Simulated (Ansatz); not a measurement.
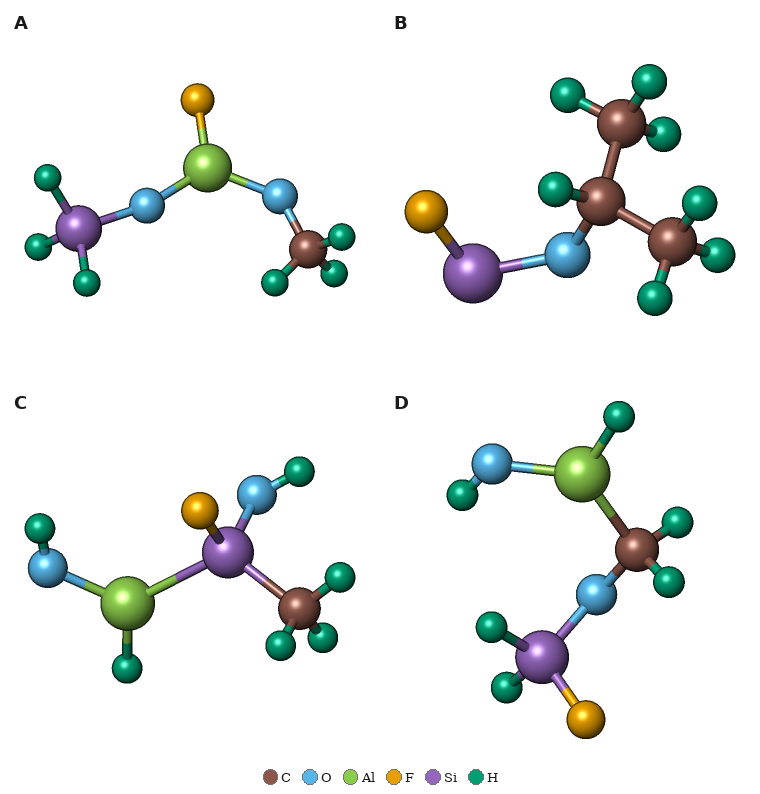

Source: calculation with Ansatz.

Q: Match each picture to its SMILES.
(1) [OH][AlH][CH2]O[SiH2]F
(2) CC(C)O[Si]F
(3) C[O][Al]([F])[O][SiH3]
(4) C[Si@](O)(F)[AlH][OH]

A: A is (3), B is (2), C is (4), D is (1).
